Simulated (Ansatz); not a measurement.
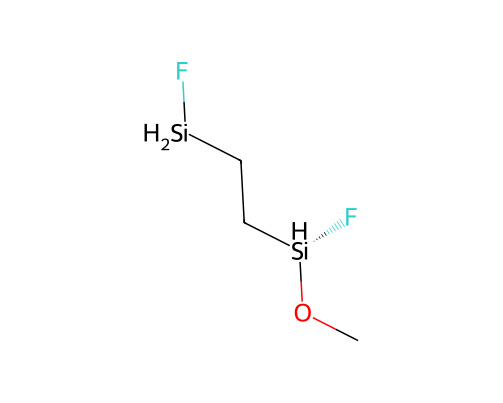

The computed structure is the end point of a PBE0-D4/def2-TZVP optimisation. No frequency run is at hand to confirm it as a minimum. Program: Ansatz 0.2.0.

At this fixed geometry, give dipole (D), HOMO–LUMO gap (eV) at these levels: B3LYP-D4/def2-TZVPP; PBE-D4/def2-TZVPP; r2SCAN-D4/def2-TZVPP; ωB97M-V/def2-TZVPP.

```json
{"level": "B3LYP-D4/def2-TZVPP", "dipole (D)": "0.90", "HOMO–LUMO gap (eV)": "8.39"}
{"level": "PBE-D4/def2-TZVPP", "dipole (D)": "0.85", "HOMO–LUMO gap (eV)": "6.51"}
{"level": "r2SCAN-D4/def2-TZVPP", "dipole (D)": "0.87", "HOMO–LUMO gap (eV)": "7.30"}
{"level": "ωB97M-V/def2-TZVPP", "dipole (D)": "0.89", "HOMO–LUMO gap (eV)": "12.71"}
```
